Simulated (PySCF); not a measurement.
Vertical excitations of a molecule CH₈FN₃Si from TDA-M06-2X/def2-SVPD in PySCF, as energy in eV (oscillator strength): 6.64 (0.032), 6.76 (0.069), 7.09 (0.084), 7.58 (0.016), 7.86 (0.002), 8.04 (0.003), 8.11 (0.009), 8.17 (0.001), 8.25 (0.009), 8.41 (0.006). Lowest triplet (TDA): 6.42 eV. Geometry optimised at B3LYP-D3(BJ)/def2-SVP. Other conformers were not sampled.

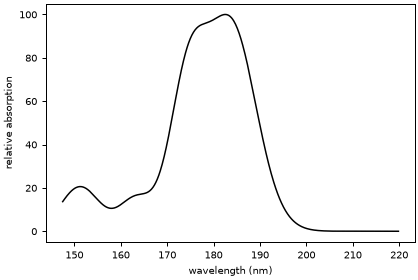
The lines broadened by 0.4 eV.

Question: Which structure fits?
A. CN[Si](N)(N)F
B. NC[Si](N)(N)F
C. N[Si](N)(N)CF

Answer: C, N[Si](N)(N)CF
